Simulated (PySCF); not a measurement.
C5H11OSi (SMILES C[Si]1CCOCC1) (doublet)

Input file:

```
{"job": {"kind": "epr", "basis": "pcH-1"}, "charge": 0, "multiplicity": 2}
C      2.108373    -0.309291    -0.963023
Si     0.998546    -0.751042     0.529022
C     -0.631946    -1.567305    -0.050973
C     -1.575217    -0.467908    -0.548180
O     -1.833734     0.533680     0.405384
C     -0.766595     1.426376     0.614222
C      0.391324     0.829610     1.419759
H      3.010283     0.204938    -0.644824
H      2.413653    -1.199693    -1.504430
H      1.589127     0.341360    -1.665947
H     -1.120561    -2.095540     0.767548
H     -0.475140    -2.286237    -0.854803
H     -2.556390    -0.890680    -0.787708
H     -1.165519    -0.011133    -1.464101
H     -1.206124     2.272440     1.152594
H     -0.395183     1.793601    -0.356585
H      0.031183     0.602790     2.422983
H      1.175162     1.580351     1.517405
```

Run with:

```sh
OMP_NUM_THREADS=1 python probes_run.py task.json out
```

Geometry: GFN2-xTB.

All numbers below come from PySCF 2.14.0, density-fitted response routines, UKS B3LYP, pcH-1 on C H O Si, non-relativistic, mean-field spin-orbit, GIAO.

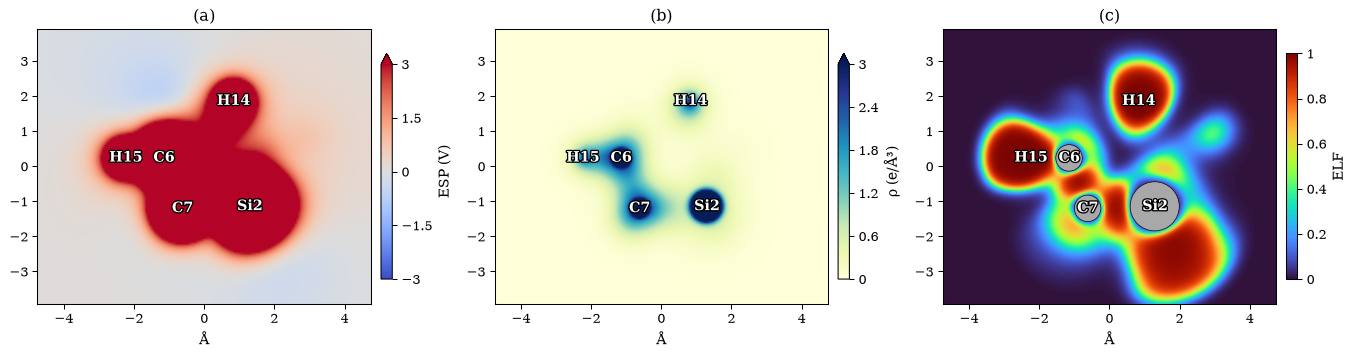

Figure 1. (a) molecular electrostatic potential; (b) electron density; (c) ELF on the plane of atoms Si2, C7 and C6. Grey discs cover the atomic cores in the ELF map.

**What does the map show?**

Atoms in the plane: Si, C and H. C–C (1.53 Å): ρ is about 1.6 e/Å³ halfway; the ELF peaks at about 0.95 between the atoms, as expected for a shared electron pair. C–Si (1.91 Å): the density is about 0.9 e/Å³ at the midpoint; the ELF peaks at about 0.95 between the atoms; localised, covalent bonding. C–H (1.09 Å): ρ at the midpoint is about 2 e/Å³; the ELF climbs to about 1 towards the hydrogen, as it does in any bond to H: an ordinary covalent bond to hydrogen. The ELF also peaks beside Si2, away from the bonds: non-bonding electrons, paired or unpaired. Outside the dense part of the molecule the potential is most negative (−0.6 V) near O5, which lies off the plane.

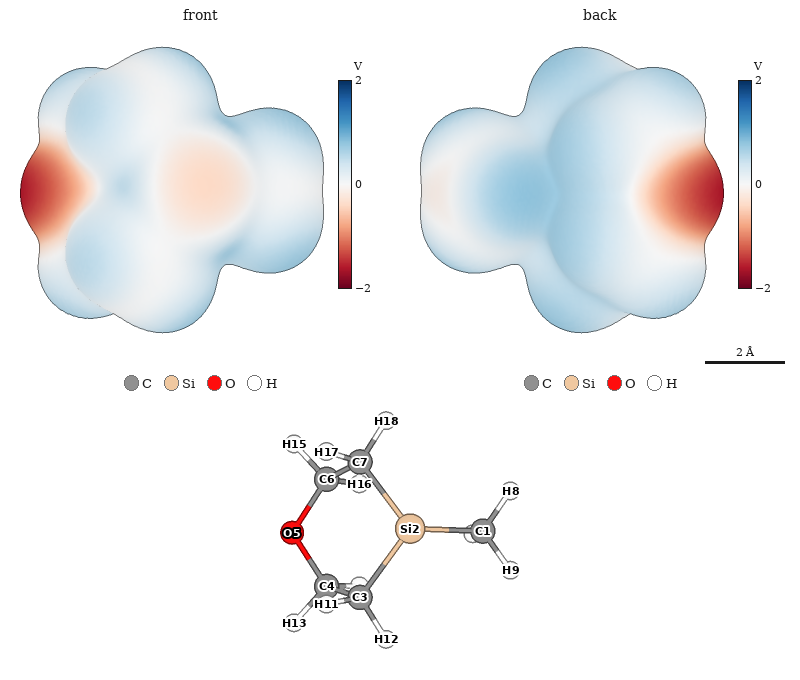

Figure 2. The molecular electrostatic potential painted on the density surface at 0.002 e/bohr³, seen from the front and from behind; red is negative and blue positive. The bare structure is drawn below in the same view.

**Where is the surface potential most negative and most positive?**

The most negative region (about −1.6 V) lies over O5, the most positive (about +0.8 V) over H10. O5 is the likeliest acceptor of a hydrogen bond.
